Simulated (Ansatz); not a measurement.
# What Sb (Pm-3m, 1 atom in the cell) distorts into, part 2 of 2

Which phase does Sb (Pm-3m, 1 atom in the cell) fall into along its unstable mode, and how much energy does it gain?

Ansatz 0.2.0; DFT PBEsol, scalar-relativistic, plane waves, norm-conserving pseudopotentials.

So far, highest frequency on the path or at a solved wavevector (cm⁻¹): step 2 (phonons on a q mesh) 127. Also lowest frequency on the path (cm⁻¹): step 2 -132.

This is not the structure that Sb takes at ambient pressure and room temperature (space group No. 166); it is a model or a phase of other conditions.

## 6. Relaxing from the distorted cell

Starting from the lowest point found, all atoms and the cell are let go, so that strain and other modes of the same symmetry can join in.

input.yaml reads:

```yaml
crystal:
  lattice:
    - [3.0602051925, 3.0602051925, 0.0]
    - [3.0602051925, 0.0, 3.0602051925]
    - [3.0602051925, 0.0, -3.0602051925]
  atoms:
    - { symbol: Sb, position: [-0.0261420379, 0.0130710189, 0.0130710189] }
    - { symbol: Sb, position: [0.0261420379, 0.4869289811, 0.4869289811] }
kpoints:
  mp_grid: { grid: [12, 12, 12] }
hamiltonian:
  xc: pbesol
  pseudopotentials: { kind: nc }
scf:
  occupations: { method: methfessel_paxton, width: 0.15 }
output:
  forces: true
  stress: true
  eigenvalues: true
relax:
  adjacent_minimum: "off"
  f_tol: 0.002
  max_steps: 120
  cell: { stress_tol: 0.03 }
```

Started as:

```bash
ansatz run input.yaml --threads 4 --pin off --max-ram 7168MiB --backend cpu --events-out ev --progress --plain --runs-dir out
```

Numbers of over 12 decimals in the logs are rounded to 6 here.

The program printed:

```text
[...]
Crystal: 2 atoms, lattice volume = 57.317 Å³
Basis set: ecut = 1088.45545 eV, 4645 PW (Γ), exchange–correlation on 96×96×96 points (8 copies of the dense FFT grid, shifted against one another)
Bands: 19, of which v1, the nominal top of the filled ones, is band 15 counted from 1 (14 counted from 0)
Symmetry: 16 space group operations
[...]
k-points: 163 of 1728
[...]
SCF iter   1: F=—  HF=-4939.507017 eV  |F-HF|=—  |Δ(HF+E_count)|=         —  Δρ=1.35e-2  dr2=8.20e-2  ethr=3.10e-3  ⟨swp⟩=5.5  Hψ=14524  notcnv=0
[...]
SCF iter   7: F=-4939.497305 eV  HF=-4939.497305 eV  |F-HF|=4.89e-9  |Δ(HF+E_count)|=   1.14e-7  S|Δr|=    0.00e0  Δρ=4.52e-6  dr2=1.31e-8  ethr=3.33e-10  ⟨swp⟩=6.7  Hψ=15193  notcnv=0
SCF 1 converged in 7 iterations: F = -4939.497305 eV  dr2 = 1.31e-8
relax step   1: F+E_penalty+E_count = -4939.49730461 eV  Δ(F+E_penalty+E_count) = +0.000e0 eV  max|allowed force component| = 1.353e-1 eV/Å  Δτ_max = 0.0000 Å  P = +0.754 GPa  Ω = 57.317 Å³  (7 SCF iters, dr2 threshold 1.00e-7 eV, accepted)
Crystal: 2 atoms, lattice volume = 58.703 Å³
Basis set: ecut = 1088.45545 eV, 4781 PW (Γ), exchange–correlation on 96×96×96 points (8 copies of the dense FFT grid, shifted against one another)
[...]
iter 1 solved again at ethr=2.64e-6 eV; its pass at ethr=3.10e-3 eV (dr2=7.91e-4 eV) is discarded
[...]
SCF iter   5: F=-4939.504831 eV  HF=-4939.504831 eV  |F-HF|=4.37e-9  |Δ(HF+E_count)|=   2.09e-7  S|Δr|=    0.00e0  Δρ=1.54e-5  dr2=9.63e-8  ethr=6.67e-10  ⟨swp⟩=5.0  Hψ=15641  notcnv=0
SCF 2 converged in 5 iterations: F = -4939.504831 eV  dr2 = 9.63e-8
relax step   2: F+E_penalty+E_count = -4939.50483106 eV  Δ(F+E_penalty+E_count) = -7.526e-3 eV  max|allowed force component| = 9.326e-2 eV/Å  Δτ_max = 0.0272 Å  P = -0.354 GPa  Ω = 58.703 Å³  energy of the carried Pulay correction = -9.668e-4 eV  (5 SCF iters, dr2 threshold 2.00e-7 eV, accepted)
Crystal: 2 atoms, lattice volume = 58.579 Å³
Basis set: ecut = 1088.45545 eV, 4765 PW (Γ), exchange–correlation on 96×96×96 points (8 copies of the dense FFT grid, shifted against one another)
[...]
SCF iter   5: F=-4939.505985 eV  HF=-4939.505985 eV  |F-HF|=9.01e-9  |Δ(HF+E_count)|=   4.35e-8  S|Δr|=    0.00e0  Δρ=7.24e-6  dr2=2.56e-8  ethr=6.67e-10  ⟨swp⟩=6.3  Hψ=12843  notcnv=0
SCF 3 converged in 5 iterations: F = -4939.505985 eV  dr2 = 2.56e-8
relax step   3: F+E_penalty+E_count = -4939.50598464 eV  Δ(F+E_penalty+E_count) = -1.154e-3 eV  max|allowed force component| = 4.809e-2 eV/Å  Δτ_max = 0.0195 Å  P = +0.156 GPa  Ω = 58.579 Å³  energy of the carried Pulay correction = -8.816e-4 eV  (5 SCF iters, dr2 threshold 2.00e-7 eV, accepted)
[...]
relax step   4: F+E_penalty+E_count = -4939.50625076 eV  Δ(F+E_penalty+E_count) = -2.661e-4 eV  max|allowed force component| = 4.229e-3 eV/Å  Δτ_max = 0.0064 Å  P = +0.001 GPa  Ω = 58.602 Å³  energy of the carried Pulay correction = -8.971e-4 eV  (4 SCF iters, dr2 threshold 2.00e-7 eV, accepted)
[...]
relax step   5: F+E_penalty+E_count = -4939.50624410 eV  Δ(F+E_penalty+E_count) = +6.654e-6 eV  max|allowed force component| = 2.523e-5 eV/Å  Δτ_max = 0.0005 Å  P = -0.003 GPa  Ω = 58.615 Å³  energy of the carried Pulay correction = -9.063e-4 eV  (4 SCF iters, dr2 threshold 1.12e-9 eV, accepted)
[...]
relax step   6: F+E_penalty+E_count = -4939.50752558 eV  Δ(F+E_penalty+E_count) = -1.281e-3 eV  max|allowed force component| = 4.250e-5 eV/Å  Δτ_max = 0.0000 Å  P = +0.068 GPa  Ω = 58.615 Å³  stress off target by 1.18e-1 GPa  SCF on the basis re-selected at this cell (its energy is not comparable with the rows above)  (5 SCF iters)
[...]
relax step   7: F+E_penalty+E_count = -4939.50748676 eV  Δ(F+E_penalty+E_count) = +3.882e-5 eV  max|allowed force component| = 4.062e-4 eV/Å  Δτ_max = 0.0013 Å  P = -0.003 GPa  Ω = 58.709 Å³  energy of the carried Pulay correction = -6.542e-5 eV  (3 SCF iters, dr2 threshold 3.48e-8 eV, accepted)
[...]
SCF iter   5: F=-4939.507553 eV  HF=-4939.507553 eV  |F-HF|=1.82e-12  |Δ(HF+E_count)|=  1.73e-11  S|Δr|=    0.00e0  Δρ=8.05e-8  dr2=4.07e-12  ethr=1.00e-12  ⟨swp⟩=6.6  Hψ=17681  notcnv=0
SCF 8 converged in 5 iterations: F = -4939.507553 eV  dr2 = 4.07e-12
relax step   8: F+E_penalty+E_count = -4939.50755295 eV  Δ(F+E_penalty+E_count) = -6.619e-5 eV  max|allowed force component| = 3.934e-4 eV/Å  Δτ_max = 0.0000 Å  P = -0.002 GPa  Ω = 58.709 Å³  stress off target by 7.70e-3 GPa  SCF on the basis re-selected at this cell (its energy is not comparable with the rows above)  (5 SCF iters)
[...]
SCF converged after 5 iterations
[...]
Free energy (F): -4939.507553 eV
[...]
Internal energy: -4939.507350 eV  (E = F + TS)
E sigma→0 (E₀):  -4939.507502 eV
Entropy (-TS):   -0.000203 eV (-0.102 meV/atom)
Fermi energy:    10.630923 eV
[...]
--- Forces (eV/Å), atoms counted from 1 ---
  atom   1  Sb    -0.00000000     0.00039338    -0.00000000
  atom   2  Sb    -0.00000000    -0.00039338     0.00000000
  max |Σ_I F_I| component: 1.11e-16 eV/Å
--- Stress (GPa, compression-positive) ---
       -0.006708      -0.000000       0.000000
       -0.000000       0.007697       0.000000
        0.000000       0.000000      -0.006708
  P = ⅓ Tr σ = -0.0019 GPa (-0.019 kbar)
--- Band table (eV; the first three rows and the last of 163) ---
  k-point 0: bands = [... 11 lower, 6.0949, 8.8326, 8.9093, 8.9093, 13.5083, 13.5083, 13.7201, 15.3441]
  k-point 1: bands = [... 11 lower, 5.6890, 8.8518, 8.9231, 9.1348, 13.2659, 13.3426, 13.4202, 15.3456]
  k-point 2: bands = [... 11 lower, 4.7866, 8.8639, 8.9724, 9.5574, 12.6516, 12.7670, 12.9010, 15.3168]
  k-point 162: bands = [... 11 lower, 2.6785, 5.3085, 6.9492, 6.9492, 12.6341, 15.9489, 15.9489, 18.0031]
--- Relaxed structure (6 steps of the walk, 6 accepted, 2 SCFs on fresh bases) ---
  F+E_penalty+E_count = -4939.50755295 eV   max|allowed force component| = 3.934e-4 eV/Å   (the final SCF, on the basis selected at the relaxed cell)
  cell:  # Å, volume = 58.7093 Å³
    - [3.070240, 3.114095, 0.0]
    - [3.070240, 0.0, 3.070240]
    - [3.070240, 0.0, -3.070240]
  atoms:
    - { symbol: Sb, position: [-0.039911, 0.019956, 0.019956] }
    - { symbol: Sb, position: [0.039911, 0.480044, 0.480044] }
```

Wall time 59 s (4 threads of Arm Neoverse V2, shared host); peak memory 0.83 GiB.

The steps of the relaxation:

```tsv
step	energy less that of the first step (eV)	largest force component (eV/Å)	pressure (GPa)	volume (Å³)
1	0.0000	0.1353	0.75	57.32
2	-0.0075	0.0933	-0.35	58.70
3	-0.0087	0.0481	0.16	58.58
4	-0.0089	0.0042	0.00	58.60
5	-0.0089	0.0000	0.00	58.62
6*	-0.0102	0.0000	0.07	58.62
7	-0.0102	0.0004	0.00	58.71
8*	-0.0102	0.0004	0.00	58.71
```

Relaxation steps marked * repeat the geometry before them on a plane-wave basis chosen anew for their cell, so energy and pressure can jump there.

The run keeps the 16 symmetry operations that it works with, so distortions that break them were not tested.

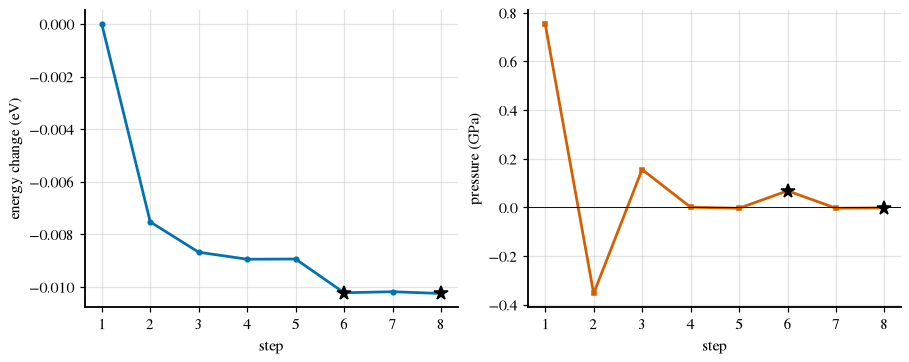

Energy and pressure along the relaxation. Stars mark steps on a basis chosen anew.

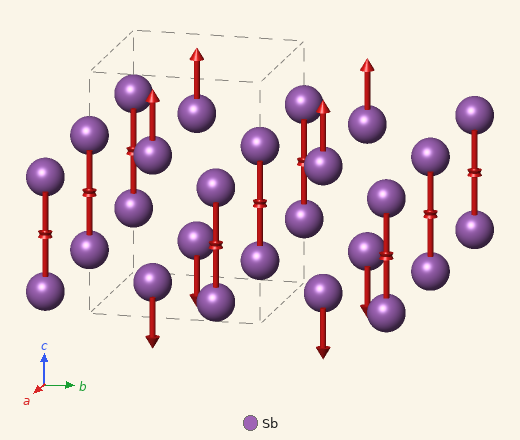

Displacements in the relaxation, exaggerated, measured against the changing cell; the longest in the cell stands for 0.04 Å. 2×2×1 conventional cells are drawn. Some periodic images of atoms are drawn too.

```tsv
conventional cell, symmetrised	before	after	change
a (Å)	4.328	4.342	+0.3 %
b (Å)	4.328	4.342	+0.3 %
c (Å)	6.120	6.228	+1.8 %
volume (Å³/atom)	28.66	29.35	+2.4 %
```

The atoms that moved most (Å, as changes of fractional coordinates times the final cell):

```tsv
atom	dx	dy	dz	length
Sb1	0.000	-0.043	0.000	0.043
Sb2	0.000	0.043	0.000	0.043
```

The relaxed structure:

```xyz
2
Lattice="3.0702 3.1141 0.0000 3.0702 0.0000 3.0702 3.0702 0.0000 -3.0702" Properties=species:S:1:pos:R:3 pbc="T T T"
Sb    0.0000   -0.1243    0.0000
Sb    3.0702    0.1243    0.0000
```

This step gave:

```yaml
pressure: -0.001906 GPa
volume_per_atom: 29.35 Å³
```

The distorted start has space group I4/mmm; the relaxation ends in I4/mmm.

## 7. The new phase in its own primitive cell

The relaxed structure is symmetrised, reduced to its primitive cell and relaxed tightly, as its phonons need.

input.yaml, the sections that differ from step 6:

```yaml
crystal:
  lattice:
    - [-2.1709878107, 2.1709878107, 3.114095478]
    - [2.1709878107, -2.1709878107, 3.114095478]
    - [2.1709878107, 2.1709878107, -3.114095478]
  atoms:
    - { symbol: Sb, position: [0.7300444262, 0.7300444262, 0.0] }
    - { symbol: Sb, position: [0.2699555738, 0.2699555738, 0.0] }
relax:
  adjacent_minimum: "off"
  f_tol: 0.001
  max_steps: 60
  cell: { stress_tol: 0.01 }
# kpoints, hamiltonian, scf, output: as in step 6
```

The program printed:

```text
[...]
Crystal: 2 atoms, lattice volume = 58.709 Å³
Basis set: ecut = 1088.45545 eV, 4781 PW (Γ), exchange–correlation on 96×96×96 points (8 copies of the dense FFT grid, shifted against one another)
Bands: 19, of which v1, the nominal top of the filled ones, is band 15 counted from 1 (14 counted from 0)
Symmetry: 16 space group operations
[...]
k-points: 163 of 1728
[...]
--- Relaxed structure (1 steps of the walk, 1 accepted, 1 SCFs on fresh bases) ---
[...]
cell:  # Å, volume = 58.7093 Å³
    - [-2.1709878107, 2.1709878107, 3.114095478]
    - [2.1709878107, -2.1709878107, 3.114095478]
    - [2.1709878107, 2.1709878107, -3.114095478]
  atoms:
    - { symbol: Sb, position: [0.730044, 0.730044, 0.0] }
    - { symbol: Sb, position: [0.269956, 0.269956, 0.0] }
[key lines of the parts left out:]
SCF converged after 6 iterations
Free energy (F): -4939.507553 eV
Fermi energy:    10.630923 eV
P = ⅓ Tr σ = -0.0019 GPa (-0.019 kbar)
```

Run time: 17 s. Hardware: 4 threads; peak memory 0.83 GiB.

Little changed from the start: no atom moved by 0.005 Å and no cell edge by 0.1 %.

The largest force component left is 0.39 meV/Å and the pressure is -0.002 GPa, within the tolerances set. The cell now holds 29.35 Å³/atom.

## 8. Modes of the new phase

A relaxed structure may still be a saddle point, so its zone-centre modes are computed. No field response is asked, since the mesh shows no gap.

Edit input.yaml of step 7 so:

```diff
@@ -16,9 +16,4 @@
 output:
-  forces: true
-  stress: true
   eigenvalues: true
-relax:
-  adjacent_minimum: "off"
-  f_tol: 0.001
-  max_steps: 60
-  cell: { stress_tol: 0.01 }
+phonons:
+  method: dfpt
```

The program printed:

```text
zone centre: on kpoints.mp_grid the ground state, and the responses unless they are solved on pairs of k-points, stand on 280 of the mesh's 1728 k-points, reduced under 4 symmetry operations, with k and −k counted as one. Each operation leaves every solved displacement unchanged or reverses it
[...]
Crystal: 2 atoms, lattice volume = 58.709 Å³
Basis set: ecut = 1088.45545 eV, 4781 PW (Γ), exchange–correlation on 96×96×96 points (8 copies of the dense FFT grid, shifted against one another)
Bands: 19, of which v1, the nominal top of the filled ones, is band 15 counted from 1 (14 counted from 0)
Symmetry: 16 space group operations
k-points: 280 of 1728 (irreducible under 4 space group operations, time reversal used)
[...]
SCF iter   1: F=—  HF=-4939.518983 eV  |F-HF|=—  |Δ(HF+E_count)|=         —  Δρ=1.37e-2  dr2=8.69e-2  ethr=3.10e-3  ⟨swp⟩=5.4  Hψ=24900  notcnv=0
[...]
SCF iter  10: F=-4939.507553 eV  HF=-4939.507553 eV  |F-HF|=9.09e-13  |Δ(HF+E_count)|=  7.28e-12  S|Δr|=    0.00e0  Δρ=5.00e-8  dr2=1.84e-12  ethr=1.00e-12  ⟨swp⟩=7.1  Hψ=27162  notcnv=0
SCF 1 converged in 10 iterations: F = -4939.507553 eV  dr2 = 1.84e-12
DFPT response loops at Γ: preconditioner auto → Kerker (q_TF=auto, 2.439 Å⁻¹) (partly filled bands, converged f_vac=0.000); β = 1.00, the filter's whole step (`scf.mixing.beta` (0.50) is not read by the response loops under this deck's `scf.mixing.preconditioner`; to damp them name `kerker` or `kerker_dos`, under which they read `scf.mixing.beta`, and type it under 1.00, their step now; both keys bind the ground state too); Broyden in place of MSR1
SCF converged after 10 iterations
[...]
Free energy (F): -4939.507553 eV
[...]
Internal energy: -4939.507350 eV  (E = F + TS)
E sigma→0 (E₀):  -4939.507502 eV
Entropy (-TS):   -0.000203 eV (-0.102 meV/atom)
Fermi energy:    10.630923 eV
Step filling:    the computed levels leave a gap of 0.0000 eV = 0.0 smearing widths at the electron count; against every level under it full and every level over it empty, smearing changes F+E_penalty+E_count by -0.630 meV and its σ→0 estimate by -0.579 meV
[...]
--- Band table (eV; the first three rows and the last of 280) ---
  k-point 0: bands = [... 11 lower, 6.0949, 8.8326, 8.9093, 8.9093, 13.5083, 13.5083, 13.7201, 15.3441]
  k-point 1: bands = [... 11 lower, 5.6127, 8.6275, 8.7099, 9.6385, 12.5563, 13.4987, 13.8242, 15.3720]
  k-point 2: bands = [... 11 lower, 4.7942, 8.1356, 8.2419, 10.6342, 11.1859, 13.3509, 14.1270, 15.0417]
  k-point 279: bands = [... 11 lower, 2.6785, 5.3085, 6.9492, 6.9492, 12.6341, 15.9489, 15.9489, 18.0031]
--- Phonons (Γ-DFPT): 2 representative perturbations + reference, on 280 of 1728 k-points (Σ response iterations 8) ---
  k mesh reduced under 4 symmetry operations, with k and −k counted as one. Each operation leaves every solved displacement unchanged or reverses it
  ASR residual: 6.085e-6 → 0.000e0 eV/Å²; symmetrization residual: 8.770e-14 eV/Å²
  ASR residual per site (eV/Å²): 6.08e-6 6.08e-6
  Γ frequencies (cm⁻¹): -67.06 -67.06 0.00 0.00 0.00 135.37
  non-analytic LO–TO correction: not included (Born effective charges unavailable; polar crystals: no LO–TO splitting at Γ)
```

Wall time 71 s (4 threads); peak memory 3.8 GiB.

Numbers from this step:

| Property | Result |
| --- | --- |
| sum-rule residual before enforcement | 6.08e-6 eV/Å² |
| point group | 4/mmm |
| highest optical mode at the zone centre (no LO-TO term) | 135.4 cm⁻¹ |
| lowest optical zone-centre mode | -67.06 cm⁻¹ |

Patterns of degenerate modes are one choice out of their space. Modes at Γ (negative means imaginary):

```tsv
mode	frequency (cm⁻¹)	symmetry
1	-67.1	Eg
2	-67.1	Eg
3	0.0	acoustic
4	0.0	acoustic
5	0.0	acoustic
6	135.4	A1g
```

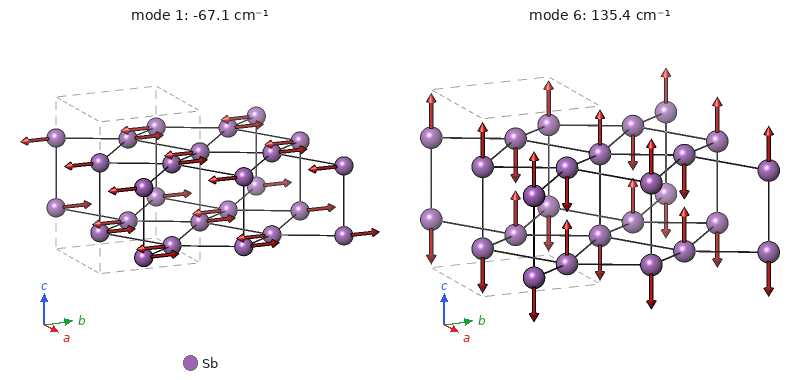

Displacement patterns of modes 1 and 6 at Γ; arrows are exaggerated. 2×2×1 conventional cells are drawn. Some periodic images of atoms are drawn too.

Before it was imposed, the acoustic sum rule was missed by 6.1e-6 eV/Å². Small misses are needed for a sound result but don't prove that mesh and cutoff are converged. The lowest optical mode is imaginary, 67.1i cm⁻¹, so the energy falls along it.

## 9. What came out

```
unstable mode of the parent                                                      : q = (-0.5, -0.5, -0.5), 132i cm⁻¹
depth at the lowest point sampled                                                : 9.87 meV/atom
largest atomic shift at that point                                               : 0.08 Å
space group reached (within 0.01 Å)                                              : I4/mmm
energy gained over the parent (first relaxation, on the mesh of the frozen mode) : 15.0 meV/atom
volume per atom, phase reached                                                   : 29.4 Å³
lowest optical zone-centre mode, phase reached                                   : -67.1 cm⁻¹
highest optical mode at the zone centre (no LO-TO term), phase reached           : 135 cm⁻¹
```

In words: Along this mode the structure falls into I4/mmm, 15.0 meV/atom below the parent. At the parent's cell the well is 9.873 meV/atom deep on the steps tried, with its lowest point at a shift of 0.08 Å. Relaxing atoms and cell changes the gain by +5.08 meV/atom against the lowest step (energies at zero smearing). The new phase still has an imaginary mode at the zone centre of its cell, so it is a saddle point on the way to a lower structure. Of the 3 patterns followed to their end from this parent, this one ends 11.6 meV/atom above the lowest, R-3m. Each path keeps the symmetry of its pattern, so a lower phase may lie along a pattern not tried. With no gap, or one that is small against the smearing, the frequencies hang on the k mesh and the smearing, most of all near Kohn anomalies. Spin-orbit coupling is left out, which can matter for the heavy elements here. A phonon run warned that its eigensolver left some bands unconverged in a pass.

[Logs are printed without paths, hosts, clocks, repeated set-up lines and the standing remarks that a program may print on its own settings, such as how far it seeks lower states.]

[Hosts, paths, dates, database ids (printed as entryN), source tags and the programs' standing remarks are cut or masked in the printed files.]
